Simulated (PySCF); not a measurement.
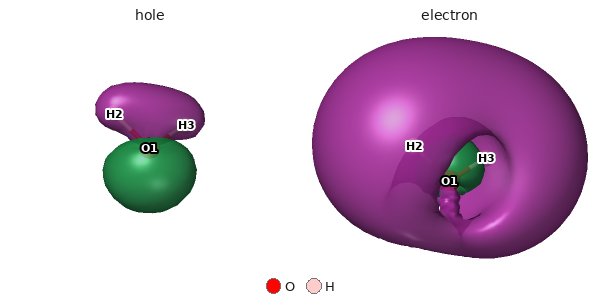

Figure. H$_{2}$O, SMILES `O`. Leading natural transition orbital pair of S₃ (full linear response singlet states); the surfaces enclose about 78 % of each orbital's density.

Computed with PySCF, PBE/def2-TZVP, geometry: GFN2-xTB. No frequency check shows the geometry to be a minimum. Without diffuse functions Rydberg states are missing, so the states' numbers hold for this basis only.

Geometry (Å), atoms numbered from 1:

```
O1       0.0000    0.1138    0.0000
H2       0.7722   -0.4552    0.0000
H3      -0.7722   -0.4552    0.0000
```

Question: Where does the state lie, and where do hole and electron sit?

Answer: 9.26 eV (134 nm), f = 0.094, partly diffuse acceptor orbital, which a basis without diffuse functions describes poorly; the leading pair carries 99 %; hole on O1 (83 %) and H2 and H3 (8 % each), electron on H2 and H3 (36 % each) and O1 (28 %) (atom shares of so diffuse an orbital are rough); their centroids lie 0.8 Å apart. In canonical orbitals it is mainly HOMO−1 → LUMO (99 %). The HOMO–LUMO gap is 6.95 eV.
